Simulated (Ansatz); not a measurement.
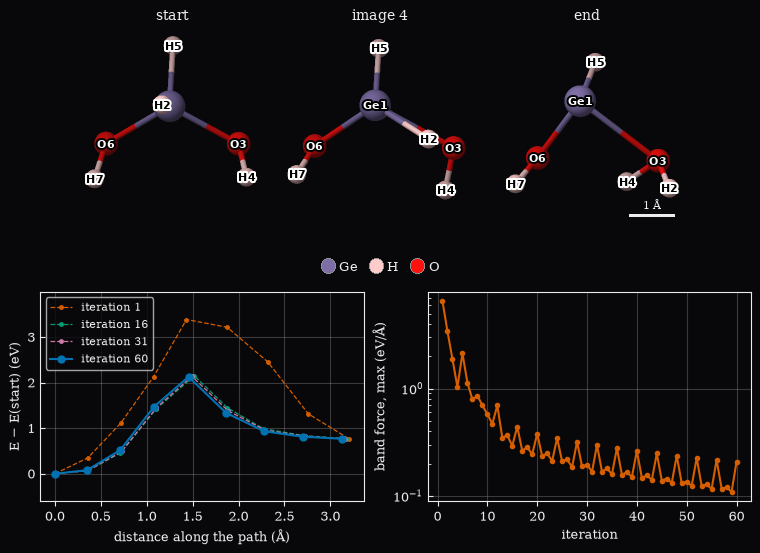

A nudged-elastic-band calculation for GeH4O2. Images are numbered from 0 (start) to 8 (end). The plot follows the band through its iterations. The picture is a ball-and-stick view, seen at a tilt.

Level of theory: Ansatz, RKS PBE-D4/def2-TZVP. Settings: 7 movable images; climbing image; force threshold 0.05 eV/Å; iteration limit 60; optimiser L-BFGS; largest step 0.5 Å; starting path through a guess of the saddle point.

Judge this run.

The result isn't final. The band hadn't converged when the run stopped after 60 iterations. The largest component of the band force went from 6.5 to 0.21 eV/Å. The barrier read from it is provisional, though the highest image hardly moved in the last two iterations. The step length is far from the usual. The first iteration put the highest image at 3.38 eV. The highest point, image 4, lies 2.13 eV above the start and 1.36 eV above the end; the end is at +0.77 eV relative to the start.

Cost: 2.1 min on 4 threads of AMD EPYC 9R45 96-Core Processor (Zen 5), with other jobs on the host, peak memory 0.18 GiB.
